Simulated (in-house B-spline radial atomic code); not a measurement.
**Rb⁴⁺: excited configurations**

Aim: the energies of several excited configurations of Rb⁴⁺ above a reference configuration, each from its own self-consistent run.

The numbers are computed with in-house B-spline radial atomic code version 1 (scalar-relativistic (spin-free one-electron X2C) LC-wPBE, spin-polarised, spherical density, exact exchange averaged over the configuration, Fermi nucleus, basis-set limit), except any that are marked as measured or tabulated.

## (1) The atom as given

```
element       : rubidium (Z = 37)
charge        : +4
electrons     : 33
configuration : [Ar] 3d10 4s2 4p3
Hamiltonian   : scalar-relativistic (X2C)
nucleus       : Fermi, rms radius 4.204 fm
```

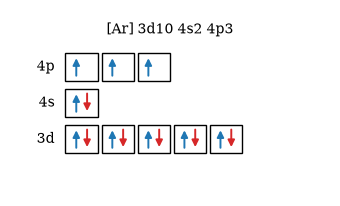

The shells outside the core, filled by Hund's rule for the drawing.

Where spins are not typed, each open shell is filled with up spins first.

## (2) The reference configuration

Input settings:

```ini
Z = 37
electrons = 33.0
configuration = [Ar] 3d10 4s2 4p3
hamiltonian = x2c
method = lc_wpbe
spin_polarised = True
nucleus = fermi
rms_radius = 4.2036
mass_number = 85
atomic_mass = 84.91178973604
speed_of_light = 137.035999084
exact_exchange = averaged over the configuration
```

Run with:

```bash
python run_scf.py task.json out
```

One command runs all members of the session, one after another, from task.json.

Main fields of the result record, rounded:

```text
{
  "status": "converged",
  "scf [iteration, energy, orbital gradient]": [
    [1, -2973.88590133, 0.405],
    [2, -2975.36233368, 0.237],
    [3, -2976.16557441, 0.0283],
    [4, -2976.18275533, 0.00941],
    [5, -2976.18320951, 0.00302],
    [6, -2976.18334362, 0.000876],
    [7, -2976.18335377, 4.99e-05],
    [8, -2976.18335381, 4.2e-06],
    [9, -2976.18335381, 7.68e-07],
    [10, -2976.18335381, 4.26e-08]
  ],
  "energy [hartree]": {"total": -2976.18335381, "kinetic": 3060.89212493, "nuclear": -7124.04625597, "coulomb": 1186.7283803, "exact_exchange": -7.24419237024, "xc": -92.5134106888},
  "orbitals [hartree, bohr; first row names the columns]": [
    ["name", "occ", "eps", "<r>", "<r^2>", "<1/r>", "r_max"],
    ["1s up", 1.0, -553.99862, 0.039849, 0.0021511, 38.869, 0.025767],
    ["1s down", 1.0, -553.98646, 0.039848, 0.002151, 38.869, 0.025767],
    ["2s up", 1.0, -75.891145, 0.17746, 0.037196, 8.6067, 0.14947],
    ["2s down", 1.0, -75.884629, 0.17745, 0.037192, 8.6066, 0.14948],
    ["2p up", 3.0, -67.525257, 0.15492, 0.029373, 8.2586, 0.11944],
    ["2p down", 3.0, -67.513631, 0.15492, 0.029374, 8.2582, 0.11946],
    ["3s up", 1.0, -13.099215, 0.50995, 0.29884, 2.8427, 0.45083],
    ["3s down", 1.0, -13.082575, 0.50974, 0.29845, 2.8427, 0.45099],
    ["3p up", 3.0, -10.410755, 0.51804, 0.31368, 2.6624, 0.4463],
    ["3p down", 3.0, -10.392392, 0.51778, 0.3132, 2.6625, 0.44653],
    ["3d up", 5.0, -5.9580963, 0.52381, 0.33571, 2.3942, 0.39315],
    ["3d down", 5.0, -5.9367622, 0.52174, 0.33221, 2.3993, 0.39313],
    ["4s up", 1.0, -3.1697548, 1.3675, 2.1077, 0.98264, 1.2312],
    ["4s down", 1.0, -2.9771881, 1.3577, 2.0841, 0.99603, 1.2149],
    ["4p up", 3.0, -2.4656081, 1.5088, 2.5788, 0.87614, 1.3453]
  ],
  "sum_r [bohr^k]": {"-1": 194.7362, "1": 17.97071, "2": 18.00071}
}
```

Wall time 1.1 s (1 thread, shared host).

## (3) Configuration [Ne] 3s2 3p5 3d10 4s2 4p3 5s1

The settings differ from step 2 so:

```diff
@@ -2,3 +2,3 @@
 electrons = 33.0
-configuration = [Ar] 3d10 4s2 4p3
+configuration = [Ne] 3s2 3p5 3d10 4s2 4p3 5s1
 hamiltonian = x2c
```

From the record:

```text
{
  "status": "converged",
  "iterations": 10,
  "energy [hartree]": {"total": -2966.78286139, "kinetic": 3051.42877169, "nuclear": -7078.75661228, "coulomb": 1158.77197194, "exact_exchange": -6.94684279769, "xc": -91.2801499377},
  "orbitals [hartree, bohr; first row names the columns]": [
    ["name", "occ", "eps", "<r>"],
    ["1s up", 1.0, -555.23641, 0.039847],
    ["1s down", 1.0, -555.18787, 0.039845],
    ["2s up", 1.0, -76.953296, 0.17739],
    ["2s down", 1.0, -76.924831, 0.17737],
    ["2p up", 3.0, -68.61523, 0.15481],
    ["2p down", 3.0, -68.56705, 0.15483],
    ["3s up", 1.0, -13.986212, 0.5055],
    ["3s down", 1.0, -13.883961, 0.50576],
    ["3p up", 3.0, -11.291697, 0.5117],
    ["3p down", 2.0, -11.192028, 0.51215],
    ["3d up", 5.0, -6.8283273, 0.51008],
    ["3d down", 5.0, -6.7357754, 0.50921],
    ["4s up", 1.0, -3.5245156, 1.3046],
    ["4s down", 1.0, -3.3091412, 1.3029],
    ["4p up", 3.0, -2.7770921, 1.4316],
    ["5s up", 1.0, -1.3633101, 2.8181]
  ],
  "sum_r [bohr^k]": {"-1": 193.5145, "1": 19.75096, "2": 25.18037},
  "energy_minus_base [hartree]": 9.40049241
}
```

Wall time 1.3 s (1 thread, shared host).

energy_minus_base is the energy less that of the reference run.

## (4) [Ar] 3d10 4s2 4p2 5p1

The settings differ from step 3 so:

```diff
@@ -2,3 +2,3 @@
 electrons = 33.0
-configuration = [Ne] 3s2 3p5 3d10 4s2 4p3 5s1
+configuration = [Ar] 3d10 4s2 4p2 5p1
 hamiltonian = x2c
```

From the record:

```text
{
  "status": "converged",
  "iterations": 9,
  "energy [hartree]": {"total": -2974.76451526, "kinetic": 3059.51453444, "nuclear": -7111.76513233, "coulomb": 1176.53949704, "exact_exchange": -6.86249293457, "xc": -92.1909214754},
  "orbitals [hartree, bohr; first row names the columns]": [
    ["name", "occ", "eps", "<r>"],
    ["1s up", 1.0, -554.33044, 0.039849],
    ["1s down", 1.0, -554.32066, 0.039848],
    ["2s up", 1.0, -76.210416, 0.17745],
    ["2s down", 1.0, -76.2052, 0.17745],
    ["2p up", 3.0, -67.845708, 0.15491],
    ["2p down", 3.0, -67.836398, 0.15491],
    ["3s up", 1.0, -13.405704, 0.50974],
    ["3s down", 1.0, -13.391861, 0.50954],
    ["3p up", 3.0, -10.716825, 0.5178],
    ["3p down", 3.0, -10.701497, 0.51747],
    ["3d up", 5.0, -6.2626483, 0.52247],
    ["3d down", 5.0, -6.2449768, 0.52085],
    ["4s up", 1.0, -3.364821, 1.3403],
    ["4s down", 1.0, -3.2222775, 1.3347],
    ["4p up", 2.0, -2.6606089, 1.4712],
    ["5p up", 1.0, -1.1273595, 3.2537]
  ],
  "sum_r [bohr^k]": {"-1": 194.4046, "1": 19.57691, "2": 26.76755},
  "energy_minus_base [hartree]": 1.41883854
}
```

It took 1.3 s on 1 thread, shared host.

## (5) Configuration [Ar] 3d10 4s1 4p3 4f1

The settings differ from step 4 so:

```diff
@@ -2,3 +2,3 @@
 electrons = 33.0
-configuration = [Ar] 3d10 4s2 4p2 5p1
+configuration = [Ar] 3d10 4s1 4p3 4f1
 hamiltonian = x2c
```

From the record:

```text
{
  "status": "converged",
  "iterations": 10,
  "energy [hartree]": {"total": -2974.00665279, "kinetic": 3058.63270293, "nuclear": -7109.48746943, "coulomb": 1176.22031286, "exact_exchange": -7.06332505367, "xc": -92.3088741004},
  "orbitals [hartree, bohr; first row names the columns]": [
    ["name", "occ", "eps", "<r>"],
    ["1s up", 1.0, -554.36664, 0.039848],
    ["1s down", 1.0, -554.34757, 0.039848],
    ["2s up", 1.0, -76.236499, 0.17745],
    ["2s down", 1.0, -76.225657, 0.17745],
    ["2p up", 3.0, -67.872761, 0.15491],
    ["2p down", 3.0, -67.856148, 0.15491],
    ["3s up", 1.0, -13.4293, 0.50966],
    ["3s down", 1.0, -13.401496, 0.50923],
    ["3p up", 3.0, -10.740398, 0.51759],
    ["3p down", 3.0, -10.709473, 0.51674],
    ["3d up", 5.0, -6.2864421, 0.52253],
    ["3d down", 5.0, -6.2507301, 0.51903],
    ["4s up", 1.0, -3.4109146, 1.3401],
    ["4p up", 3.0, -2.6865635, 1.4676],
    ["4f up", 1.0, -0.86564888, 2.9021]
  ],
  "sum_r [bohr^k]": {"-1": 194.3404, "1": 19.33882, "2": 25.04209},
  "energy_minus_base [hartree]": 2.17670101
}
```

It took 1.4 s on 1 thread, shared host.

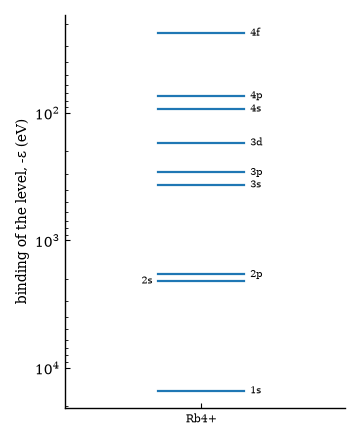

Orbital energies of this run on a logarithmic scale (up spins).

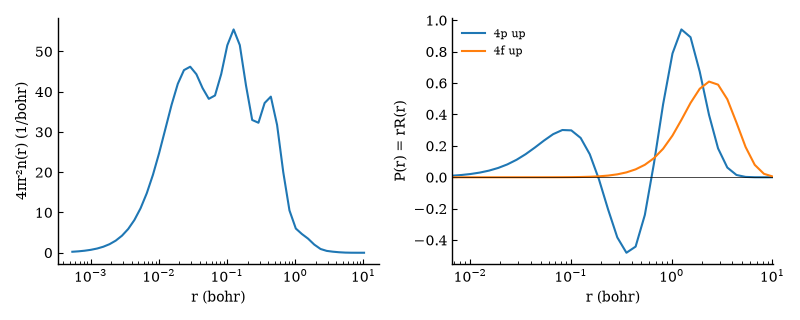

Radial density (left) and the radial functions of 4p up, 4f up (right).

Clear maxima of the radial density (full grid of the record): 0.029, 0.12, 0.44 bohr.

X-ray form factor of the spherical density:

```csv
sinθ/λ (1/Å),f (electrons)
0,33.000
0.1,31.409
0.2,28.281
0.3,25.057
0.4,22.108
0.6,17.196
0.8,13.233
1,10.249
1.4,7.013
1.8,5.664
2.5,4.162
4,1.998
6,1.197
```

## (6) [Ar] 3d10 4s2 4p2 5s1

The settings differ from step 5 so:

```diff
@@ -2,3 +2,3 @@
 electrons = 33.0
-configuration = [Ar] 3d10 4s1 4p3 4f1
+configuration = [Ar] 3d10 4s2 4p2 5s1
 hamiltonian = x2c
```

From the record:

```text
{
  "status": "converged",
  "iterations": 10,
  "energy [hartree]": {"total": -2974.97199623, "kinetic": 3059.75157961, "nuclear": -7113.27649238, "coulomb": 1177.75564543, "exact_exchange": -6.99414786592, "xc": -92.2085810217},
  "orbitals [hartree, bohr; first row names the columns]": [
    ["name", "occ", "eps", "<r>"],
    ["1s up", 1.0, -554.29686, 0.039849],
    ["1s down", 1.0, -554.28678, 0.039848],
    ["2s up", 1.0, -76.176712, 0.17745],
    ["2s down", 1.0, -76.171113, 0.17745],
    ["2p up", 3.0, -67.81202, 0.15491],
    ["2p down", 3.0, -67.802765, 0.15491],
    ["3s up", 1.0, -13.371728, 0.50974],
    ["3s down", 1.0, -13.35743, 0.50954],
    ["3p up", 3.0, -10.682936, 0.51784],
    ["3p down", 3.0, -10.667167, 0.51748],
    ["3d up", 5.0, -6.2287445, 0.52252],
    ["3d down", 5.0, -6.210697, 0.52088],
    ["4s up", 1.0, -3.3349728, 1.3399],
    ["4s down", 1.0, -3.1910503, 1.3363],
    ["4p up", 2.0, -2.6318256, 1.4833],
    ["5s up", 1.0, -1.332037, 2.886]
  ],
  "sum_r [bohr^k]": {"-1": 194.4461, "1": 19.23515, "2": 24.36431},
  "energy_minus_base [hartree]": 1.21135758
}
```

It took 1.3 s on 1 thread, shared host.

## (7) [Ar] 3d10 4s2 4p2 5f1

The settings differ from step 6 so:

```diff
@@ -2,3 +2,3 @@
 electrons = 33.0
-configuration = [Ar] 3d10 4s2 4p2 5s1
+configuration = [Ar] 3d10 4s2 4p2 5f1
 hamiltonian = x2c
```

From the record:

```text
{
  "status": "converged",
  "iterations": 9,
  "energy [hartree]": {"total": -2974.19612468, "kinetic": 3058.94062484, "nuclear": -7106.71063642, "coulomb": 1172.58211297, "exact_exchange": -6.86130061736, "xc": -92.1469254444},
  "orbitals [hartree, bohr; first row names the columns]": [
    ["name", "occ", "eps", "<r>"],
    ["1s up", 1.0, -554.46582, 0.039848],
    ["1s down", 1.0, -554.45714, 0.039848],
    ["2s up", 1.0, -76.339172, 0.17745],
    ["2s down", 1.0, -76.334601, 0.17744],
    ["2p up", 3.0, -67.975125, 0.1549],
    ["2p down", 3.0, -67.966882, 0.15491],
    ["3s up", 1.0, -13.527284, 0.50963],
    ["3s down", 1.0, -13.514678, 0.50943],
    ["3p up", 3.0, -10.838192, 0.51763],
    ["3p down", 3.0, -10.824237, 0.51732],
    ["3d up", 5.0, -6.3836577, 0.52207],
    ["3d down", 5.0, -6.3674725, 0.5205],
    ["4s up", 1.0, -3.4728634, 1.3393],
    ["4s down", 1.0, -3.3303005, 1.3317],
    ["4p up", 2.0, -2.7674647, 1.4692],
    ["5f up", 1.0, -0.55796357, 5.4887]
  ],
  "sum_r [bohr^k]": {"-1": 194.268, "1": 21.79886, "2": 49.65252},
  "energy_minus_base [hartree]": 1.98722912
}
```

It took 1.6 s on 1 thread, shared host.

## (8) Configuration [Ar] 3d9 4s2 4p3 4f1

The settings differ from step 7 so:

```diff
@@ -2,3 +2,3 @@
 electrons = 33.0
-configuration = [Ar] 3d10 4s2 4p2 5f1
+configuration = [Ar] 3d9 4s2 4p3 4f1
 hamiltonian = x2c
```

From the record:

```text
{
  "status": "converged",
  "iterations": 10,
  "energy [hartree]": {"total": -2970.75402888, "kinetic": 3055.69512695, "nuclear": -7087.00183651, "coulomb": 1158.8000988, "exact_exchange": -6.81897241895, "xc": -91.4284457103},
  "orbitals [hartree, bohr; first row names the columns]": [
    ["name", "occ", "eps", "<r>"],
    ["1s up", 1.0, -555.0283, 0.03985],
    ["1s down", 1.0, -555.01431, 0.039849],
    ["2s up", 1.0, -76.993317, 0.17746],
    ["2s down", 1.0, -76.940682, 0.17739],
    ["2p up", 3.0, -68.620719, 0.15493],
    ["2p down", 3.0, -68.573931, 0.15486],
    ["3s up", 1.0, -13.98619, 0.50516],
    ["3s down", 1.0, -13.901845, 0.50543],
    ["3p up", 3.0, -11.290362, 0.51126],
    ["3p down", 3.0, -11.202713, 0.51168],
    ["3d up", 5.0, -6.8465708, 0.50848],
    ["3d down", 4.0, -6.7527747, 0.50828],
    ["4s up", 1.0, -3.5171584, 1.3093],
    ["4s down", 1.0, -3.2994605, 1.3026],
    ["4p up", 3.0, -2.7722062, 1.4298],
    ["4f up", 1.0, -0.87160155, 2.848]
  ],
  "sum_r [bohr^k]": {"-1": 193.7362, "1": 19.76808, "2": 25.64316},
  "energy_minus_base [hartree]": 5.42932492
}
```

It took 1.4 s on 1 thread, shared host.

## (9) The excitation energies

| net move | configuration | 2|M_S|+1 | energy above the reference (eV) | largest <r> (bohr) |
| --- | --- | --- | --- | --- |
| 4p → 5s | [Ar] 3d10 4s2 4p2 5s1 | 4 | 32.963 | 2.89 |
| 4p → 5p | [Ar] 3d10 4s2 4p2 5p1 | 4 | 38.609 | 3.25 |
| 4p → 5f | [Ar] 3d10 4s2 4p2 5f1 | 4 | 54.075 | 5.49 |
| 4s → 4f | [Ar] 3d10 4s1 4p3 4f1 | 6 | 59.231 | 2.90 |
| 3d → 4f | [Ar] 3d9 4s2 4p3 4f1 | 6 | 147.74 | 2.85 |
| 3p → 5s | [Ne] 3s2 3p5 3d10 4s2 4p3 5s1 | 6 | 255.80 | 2.82 |

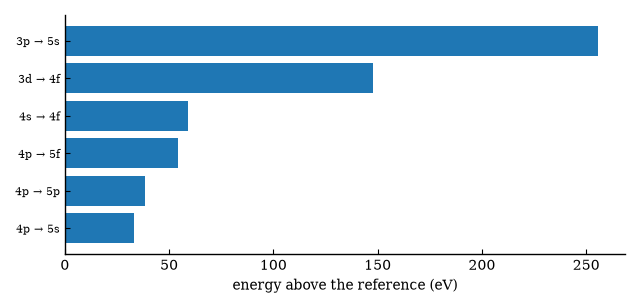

Energy of each configuration above the reference.

What this shows: The energies run from 32.963 eV (4p → 5s) to 255.80 eV (3p → 5s). 2 of them lie more than 60 % above minus the reference's highest level (67.093 eV), in the range where a state can decay by emitting an electron. Two partly filled shells share a symmetry and can mix in the average, which may lower the energy, for: 4p → 5p. The reference has 2|M_S|+1 = 4; 3 of the configurations differ from it in spin. These are spherical averages at the typed spins, not spectroscopic levels.
